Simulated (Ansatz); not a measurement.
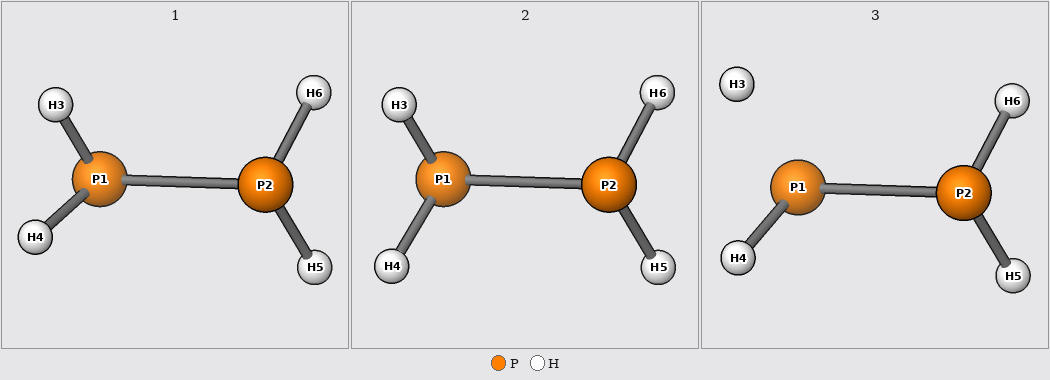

P2H4. First axis: bond length P1–H3. Second axis: angle H4–P1–H3. Nothing is relaxed (all other coordinates rigid). The grid has 15 × 15 points. Points are written as (first, second). Energies are in kcal/mol, from the relaxed molecule at the same level. The calculation used RHF/def2-TZVP (Ansatz 0.2.0).

The numbered pictures are structures from this grid.

**Rank them by energy, lowest first.**

2, at (1.264 Å, 90.9°): 7.1 kcal/mol; 1, at (1.264 Å, 73.1°): 16.3 kcal/mol; 3, at (1.752 Å, 80.2°): 21.7 kcal/mol.

The map, with the structures marked:

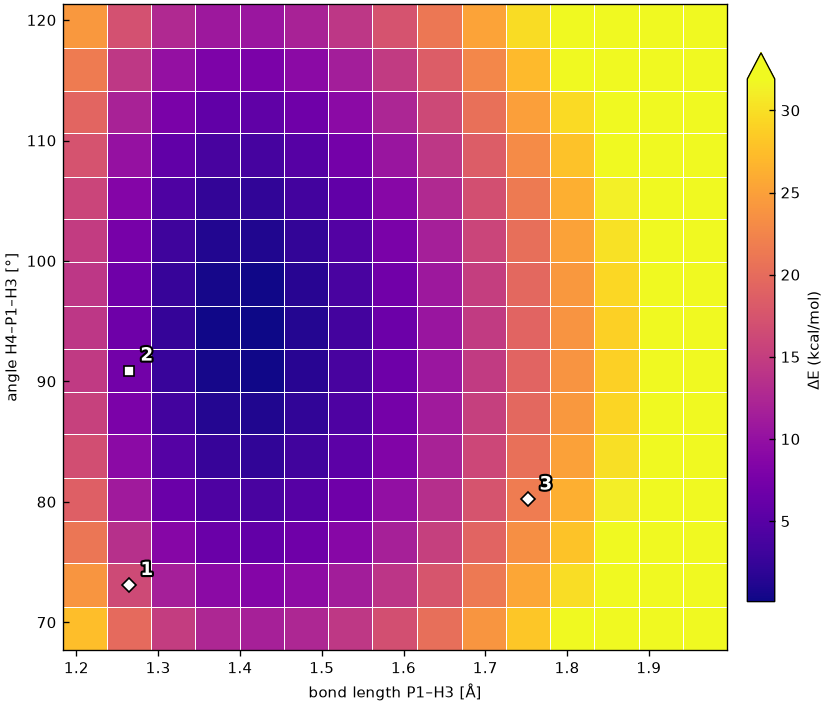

Drawn: one coloured cell a grid point, one colour for all values above the top of the scale.
